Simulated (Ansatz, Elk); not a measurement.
**How far do independent atoms describe Li4In?**

The structure of Li4In used here is made up (a known structure type with other elements) and was relaxed beforehand with PBEsol. The aim is the Fourier transform of its all-electron density, F(hkl), set beside the sum over free spherical atoms that refinements use.

Main program and level: Elk 11.2.3 (patched build); DFT, PBE, all-electron APW+lo, Dirac cores, scalar-relativistic bands, static density, no spin.

The structure was built from a prototype and need not be the compound's stable phase.

**1. The starting structure**

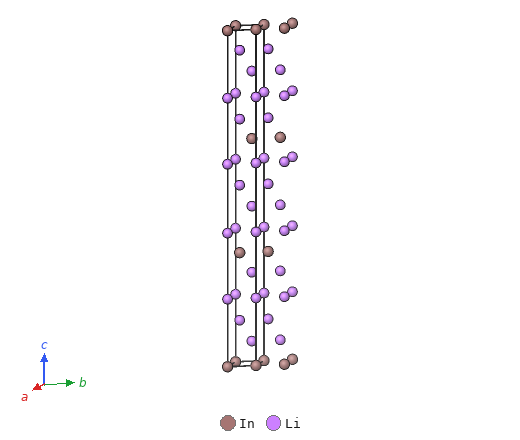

Start, viewed slightly off an axis; indium brown, lithium purple. 1×2×1 cells are drawn. This picture shows the conventional cell, with its axes. Some periodic images of atoms are drawn too.

Structure file:

```cif
data_structure
_symmetry_space_group_name_H-M 'R-3m:H'
_symmetry_Int_Tables_number 166
_cell_length_a 3.1395
_cell_length_b 3.1395
_cell_length_c 36.5662
_cell_angle_alpha 90.000
_cell_angle_beta 90.000
_cell_angle_gamma 120.000
_cell_volume 312.13
loop_
_atom_site_label
_atom_site_type_symbol
_atom_site_symmetry_multiplicity
_atom_site_Wyckoff_symbol
_atom_site_fract_x
_atom_site_fract_y
_atom_site_fract_z
_atom_site_occupancy
In1 In 3 a 0.00000 0.00000 0.00000 1
Li1 Li 6 c 0.66667 0.33333 0.73080 1
Li2 Li 6 c 0.00000 0.00000 0.79906 1
```

**2. Ground state and structure factors**

An all-electron density is needed, since X-rays see the cores too. Task 0 finds the density and task 195 Fourier-transforms it; tshift is off so that phases refer to the origin typed.

Input file elk.in:

```
tasks
  0
  195

xctype
  20

spinpol
  .false.

rgkmax
  7.0

gmaxvr
  14.0

lmaxo
  7

lmaxapw
  8

swidth
  0.002

tshift
  .false.

ramdisk
  .false.

hmaxvr
  5.5

maxscl
  120

epspot
  1e-06

sppath
  './'

avec
  2.96640483695 1.71265463145 23.03333684702
  -2.96640483695 1.71265463145 23.03333684702
  0.00000000000 -3.42530926196 23.03333684709

atoms
  2
  'In.in'
  1
  0.0000000000 0.0000000000 -0.0000000000   0.000000 0.000000 0.000000
  'Li.in'
  4
  0.3974648322 0.3974648322 0.3974648322   0.000000 0.000000 0.000000
  0.7990566534 0.7990566534 0.7990566534   0.000000 0.000000 0.000000
  0.2009433466 0.2009433466 0.2009433466   0.000000 0.000000 0.000000
  0.6025351678 0.6025351678 0.6025351678   0.000000 0.000000 0.000000

ngridk
  8 8 8
```

On the command line:

```bash
$ OMP_NUM_THREADS=4 elk
```

Numbers of over 12 decimals in the logs are rounded to 6 here.

What it wrote:

```text
┌─────────────────────────┐
│ Elk code version 11.2.3 │
└─────────────────────────┘

All units are atomic (Hartree, Bohr, etc.)

┌─────────────────────────────────────────────────┐
│ Ground-state run starting from atomic densities │
└─────────────────────────────────────────────────┘

Lattice vectors :
   2.966404837       1.712654631       23.03333685
  -2.966404837       1.712654631       23.03333685
   0.000000000      -3.425309262       23.03333685

Reciprocal lattice vectors :
   1.059057285      0.6114470087      0.9092886177E-01
  -1.059057285      0.6114470087      0.9092886177E-01
 -0.2467770702E-16  -1.222894017      0.9092886179E-01

Unit cell volume      :    702.1151160
Brillouin zone volume :   0.3532899489

Muffin-tin inner radius fraction :   0.1000000000E-01

Nuclei treated as point charges

Species : 1 (In)
 parameters loaded from : In.in
 name : indium
 nuclear charge    :   -49.00000000
 electronic charge :    49.00000000
 atomic mass :    209300.4102
 muffin-tin radius :    2.600000000
 number of radial points in muffin-tin :   1193
 inner part over the whole radius :   0.9943151076E-02
 number on inner part of muffin-tin    :    850
 approximate nuclear radius :   0.8768807633E-04
 number of mesh points to nuclear radius :    427
 atomic positions (lattice), magnetic fields (Cartesian) :
  1 :   0.00000000  0.00000000  0.00000000    0.00000000  0.00000000  0.00000000

Species : 2 (Li)
 parameters loaded from : Li.in
 name : lithium
 nuclear charge    :   -3.000000000
 electronic charge :    3.000000000
 atomic mass :    12652.66898
 muffin-tin radius :    1.800000000
 number of radial points in muffin-tin :    593
 inner part over the whole radius :   0.9806707936E-02
 number on inner part of muffin-tin    :    401
 approximate nuclear radius :   0.4000070961E-04
 number of mesh points to nuclear radius :    148
 atomic positions (lattice), magnetic fields (Cartesian) :
  1 :   0.39746483  0.39746483  0.39746483    0.00000000  0.00000000  0.00000000
  2 :  -0.20094335 -0.20094335 -0.20094335    0.00000000  0.00000000  0.00000000
  3 :   0.20094335  0.20094335  0.20094335    0.00000000  0.00000000  0.00000000
  4 :  -0.39746483 -0.39746483 -0.39746483    0.00000000  0.00000000  0.00000000

Total number of atoms per unit cell :    5
Total muffin-tin volume :    171.3382745
 ratio of muffin-tin to unit cell volume :   0.2440315991

Spin treatment :
 spin-unpolarised

Number of Bravais lattice symmetries :   12
Number of crystal symmetries         :   12
Crystal has inversion symmetry
Real symmetric eigensolver will be used

k-point grid :      8     8     8
k-point offset :    0.000000000       0.000000000       0.000000000
k-point set is reduced with full crystal symmetry group
Total number of k-points :       65

Muffin-tin radius times maximum |G+k| :    7.000000000
 using average radius
Maximum |G+k| for APW functions       :    3.571428571
Maximum (1/2)|G+k|²                   :    6.377551020
Maximum |G| for potential and density :    14.00000000
Constant for pseudocharge density :    9
 order of it for each species :   16  16
 order of it for pair densities of each species (exact exchange by exxq0 0: 17) :   16   7
Radial integration step length :    1

G-vector grid sizes :    105   105   105
Number of G-vectors :    32509

Maximum angular momentum used for
 APW functions            :    8
 outer part of muffin-tin :    7
 inner part of muffin-tin :    2

Total nuclear charge    :   -61.00000000
Total core charge       :    30.00000000
Total valence charge    :    31.00000000
Total excess charge     :    0.000000000
Total electronic charge :    61.00000000

Effective Wigner radius, rₛ :    1.400651077

Number of empty states         :     20
Total number of valence states :     36
Total number of core states    :     30

Third-order local-orbitals added for an l without core states : T
Total number of local-orbitals :     53

Exchange-correlation functional :     20     0     0
[...]
total energy                :     -5918.7359161738

Density of states at Fermi energy :    52.94076273
 (states/Hartree/unit cell)

Estimated indirect band gap :   0.2680439260E-02
 from k-point 63 to k-point 45
Estimated direct band gap   :   0.1068678495E-01
 at k-point 21

Charges :
 core                        :    30.00000000
 valence                     :    31.00000000
 interstitial                :    5.274352518
 muffin-tins (core leakage)
  species : 1 (In)
   atom 1                    :    47.23071071     (  0.1345193837E-03)
  species : 2 (Li)
   atom 1                    :    2.133244850     (   0.000000000    )
   atom 2                    :    2.114223538     (   0.000000000    )
[...]
total in muffin-tins        :    55.72564748
 total calculated charge     :    60.99976859
 total charge                :    61.00000000
 error                       :   0.2314084076E-03

RMS change in Kohn-Sham potential (target) :    7.490727722     (  0.1000000000E-05)
Absolute change in total energy (target)   :    5.384837368     (  0.1000000000E-03)

[... loops 3 to 23 left out ...]

┌──────────────────┐
│ Loop number : 24 │
└──────────────────┘

Energies :
 Fermi                       :     0.73173462662231E-01
 sum of occupied eigenvalues :     -3562.5759035271
 electron kinetic            :      6210.6453247779
 core electron kinetic       :      5970.4831589662
 Coulomb                     :     -11956.494831836
 Coulomb potential           :     -9554.8275980190
 nuclear-nuclear             :      3.361340
 electron-nuclear            :     -14369.733203889
 Hartree                     :      2409.8770324507
 Madelung                    :     -7179.0810328264
 xc potential                :     -218.39363028599
 exchange                    :     -164.55468356828
 correlation                 :     -2.957681
 electron entropic           :    -0.86404848944190E-03
 total energy                :     -5913.3627359951

Density of states at Fermi energy :    68.05665886
 (states/Hartree/unit cell)

Estimated indirect band gap :   0.7480290051E-03
 from k-point 18 to k-point 27
Estimated direct band gap   :   0.1248538674E-01
 at k-point 45

Charges :
 core                        :    30.00000000
 valence                     :    31.00000000
 interstitial                :    5.144996570
 muffin-tins (core leakage)
  species : 1 (In)
   atom 1                    :    47.39219417     (  0.1286286500E-03)
  species : 2 (Li)
[...]
total in muffin-tins        :    55.85500343
 total calculated charge     :    60.99977950
 total charge                :    61.00000000
 error                       :   0.2204954792E-03

RMS change in Kohn-Sham potential (target) :   0.1828472749E-06 (  0.1000000000E-05)
Absolute change in total energy (target)   :   0.1031231113E-04 (  0.1000000000E-03)

Convergence targets achieved

┌──────────────────┐
│ Loop number : 25 │
└──────────────────┘

Energies :
 Fermi                       :     0.73173469559057E-01
 sum of occupied eigenvalues :     -3562.5759032949
 electron kinetic            :      6210.6453249567
 core electron kinetic       :      5970.4831590190
 Coulomb                     :     -11956.494831881
 Coulomb potential           :     -9554.8275957617
 nuclear-nuclear             :      3.361340
 electron-nuclear            :     -14369.733206233
 Hartree                     :      2409.8770347495
 Madelung                    :     -7179.0810340001
 xc potential                :     -218.39363248995
 exchange                    :     -164.55468357742
 correlation                 :     -2.957681
 electron entropic           :    -0.86404848361247E-03
 total energy                :     -5913.3627358708

Density of states at Fermi energy :    68.05665898
 (states/Hartree/unit cell)

Estimated indirect band gap :   0.7480285179E-03
 from k-point 18 to k-point 27
Estimated direct band gap   :   0.1248538782E-01
 at k-point 45

Charges :
 core                        :    30.00000000
 valence                     :    31.00000000
 interstitial                :    5.144996540
 muffin-tins (core leakage)
  species : 1 (In)
   atom 1                    :    47.39219420     (  0.1286286520E-03)
  species : 2 (Li)
[...]
atom 2                    :    2.107135691     (   0.000000000    )
   atom 3                    :    2.107135691     (   0.000000000    )
   atom 4                    :    2.124268940     (   0.000000000    )
 total in muffin-tins        :    55.85500346
 total calculated charge     :    60.99977950
 total charge                :    61.00000000
 error                       :   0.2204954791E-03

┌──────────────────────────────┐
│ Self-consistent loop stopped │
└──────────────────────────────┘

Warning : core states of species 1 leak from the muffin-tin :   0.1286286520E-03

Wrote STATE.OUT
```

Wall time 2.2 min (4 threads of Arm Neoverse V2, shared host); peak memory 0.59 GiB; 5.9 min of CPU time.

SFACRHO.OUT:

```text

h k l indices transformed by vhmat matrix:
   1.000000000       0.000000000       0.000000000    
   0.000000000       1.000000000       0.000000000    
   0.000000000       0.000000000       1.000000000    

      h      k      l  multipl.   |H|            Re(F)            Im(F)           |F|

      0      0      0      1   0.0000000       61.000000      0.12383196E-16   61.000000    
     -1     -1     -1      2  0.27278659       45.817424     -0.18269634E-14   45.817424    
      2      2      2      2  0.54557317       44.205113     -0.10657286E-14   44.205113    
     -3     -3     -3      2  0.81835976       41.941431      0.10657286E-14   41.941431    
      4      4      4      2   1.0911463       38.917670      0.48719023E-14   38.917670    
      0      0      1      6   1.2262699       38.745744     -0.60898779E-15   38.745744    
     -1     -1      0      6   1.2363422       38.541492     -0.60898779E-15   38.541492    
     -1     -2     -1      6   1.2758365       38.209221      0.45674084E-15   38.209221    
     -2     -2     -1      6   1.3046728       46.679127      0.29117229E-14   46.679127    
      5      5      5      2   1.3639329       45.873858     -0.60137544E-14   45.873858    
     -2     -2     -3      6   1.3786242       36.916410     -0.33494328E-14   36.916410    
     -3     -2     -3      6   1.4228933       37.524116     -0.21314573E-14   37.524116    
     -4     -3     -3      6   1.5239014       44.413886     -0.23598277E-14   44.413886    
     -4     -3     -4      6   1.5798433       35.896979      0.18269634E-14   35.896979    
      6      6      6      2   1.6367195       36.316743      0.44151615E-14   36.316743    
      5      4      4      6   1.7008150       35.506840      0.85258290E-14   35.506840    
      4      5      5      6   1.7652221       34.156812     -0.16747164E-14   34.156812    
     -5     -6     -5      6   1.9005506       33.466606      0.16747164E-14   33.466606
```

Elk indexes on the primitive cell of elk.in and gives |H| = 4π sin θ/λ in inverse bohr. Below, one row stands for each form hkl of the conventional cell (m members, Friedel mates merged), F is for one primitive cell and the density is static (no thermal factor). Free-atom factors are Waasmaier and Kirfel's, and R is Σm||F|−|F'||/Σm|F|.

```csv
hkl,m,sin θ/λ (Å⁻¹),"abs F, DFT",neutral atoms,diff.
003,2,0.041,45.817,45.819,-0.001
006,2,0.082,44.205,44.252,-0.047
009,2,0.123,41.941,42.051,-0.110
0 0 12,2,0.164,38.918,39.080,-0.163
101,6,0.184,38.746,38.789,-0.043
012,6,0.186,38.541,38.557,-0.016
104,6,0.192,38.209,38.310,-0.100
015,6,0.196,46.679,46.859,-0.180
0 0 15,2,0.205,45.874,46.148,-0.274
107,6,0.207,36.916,37.037,-0.121
018,6,0.214,37.524,37.622,-0.098
1 0 10,6,0.229,44.414,44.596,-0.182
0 1 11,6,0.238,35.897,35.991,-0.094
0 0 18,2,0.246,36.317,36.411,-0.095
1 0 13,6,0.256,35.507,35.599,-0.092
0 1 14,6,0.266,34.157,34.219,-0.062
1 0 16,6,0.286,33.467,33.520,-0.053
0 0 21,2,0.287,33.521,33.556,-0.035
```

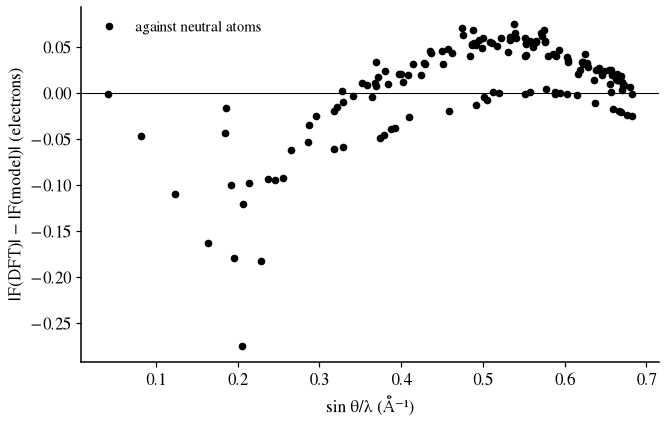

Difference between the calculated structure factors and the independent-atom ones.

**3. The highest occupied states alone**

An energy window below the Fermi level keeps the highest occupied states, to see at which angles they scatter; shallow core shells can lie inside it and anion s states outside. No new self-consistency is needed.

Changes to elk.in since step 2:

```diff
@@ -1,3 +1,2 @@
 tasks
-  0
   195
@@ -40,2 +39,5 @@
 
+wsfac
+  -0.367820 0.373170
+
 sppath
```

On the command line:

```bash
$ OMP_NUM_THREADS=4 elk
```

What it wrote:

```text
┌─────────────────────────────────┐
│ Elk code version 11.2.3 started │
└─────────────────────────────────┘

Info(readinput): the functional depends on the density's gradient
 muffin-tin radial points multiplied by    2.00000
 (not where nrmtscf is given)

┌────────────────────┐
│ Current task : 195 │
└────────────────────┘

Info(sfacrho): density structure factors written to SFACRHO.OUT

 Energy window :  -0.3678200000      0.3731700000

┌──────────────────┐
│ Elk code stopped │
└──────────────────┘
```

Wall time 8.9 s (4 threads); peak memory 0.32 GiB; 11 s of CPU time.

States within 12 eV below the Fermi level hold 7.00 electrons; any levels below the window count with the cores. Their amplitudes can exceed the total, where window and core parts have opposite phase:

```csv
hkl,sin θ/λ (Å⁻¹),"abs F, window","abs F, all"
003,0.041,1.918,45.817
006,0.082,1.355,44.205
009,0.123,0.724,41.941
0 0 12,0.164,0.234,38.918
101,0.184,0.233,38.746
012,0.186,0.250,38.541
104,0.192,0.129,38.209
015,0.196,0.025,46.679
0 0 15,0.205,0.199,45.874
107,0.207,0.028,36.916
```

(Part 1 of 2 ends here.)

[Logs are printed without paths, hosts, clocks, repeated set-up lines and the standing remarks that a program may print on its own settings, such as how far it seeks lower states.]

[Hosts, paths, dates, database ids (printed as entryN), source tags and the programs' standing remarks are cut or masked in the printed files.]
